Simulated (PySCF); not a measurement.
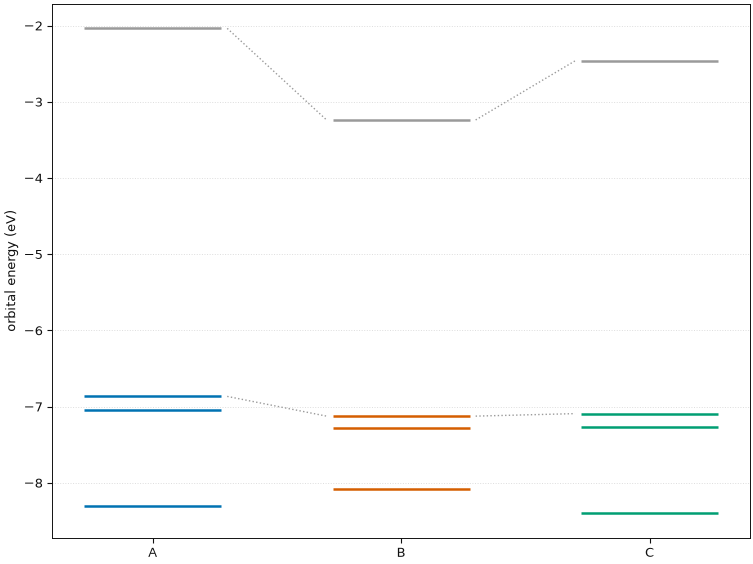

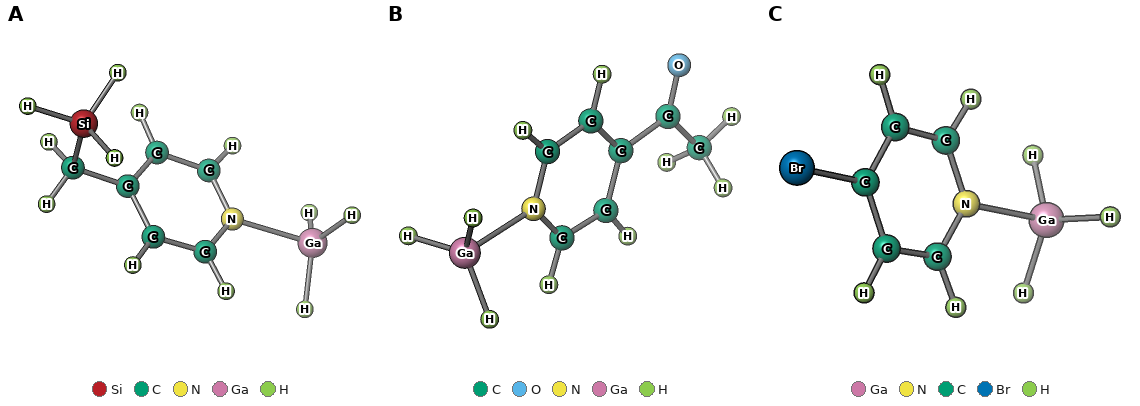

Related molecules: A is C₆H₁₂GaNSi, SMILES [SiH3]Cc1cc[n+]([GaH3-])cc1, singlet; B is C₇H₁₀GaNO, SMILES CC(=O)c1cc[n+]([GaH3-])cc1, singlet; C is C₅H₇BrGaN, SMILES [GaH3-][n+]1ccc(Br)cc1, singlet. Frontier orbital energies, B3LYP/def2-SVPD in PySCF 2.14.0, at a PBE0-D3(BJ)/def2-SVP geometry (no frequency check); drawn are at most three filled levels and, in grey, the LUMO with any level within 0.03 eV of it; dotted lines join the HOMOs and the LUMOs.

Q: What does the change do to the frontier levels?

A: From A to B the HOMO falls by 0.26 eV and the LUMO falls by 1.20 eV, so the separation goes from 4.83 to 3.89 eV. From A to C the HOMO falls by 0.23 eV and the LUMO falls by 0.43 eV, so the separation goes from 4.83 to 4.63 eV.

Q: Does the ΔSCF ionisation energy follow the HOMO?

A: A: −ε(HOMO) 6.87, ΔSCF 8.95 eV; B: −ε(HOMO) 7.12, ΔSCF 9.37 eV; C: −ε(HOMO) 7.09, ΔSCF 9.17 eV.

Limits of at least one run: one conformer of a flexible molecule; spin-orbit coupling is left out, and with Br it can shift these levels and split any degenerate set.
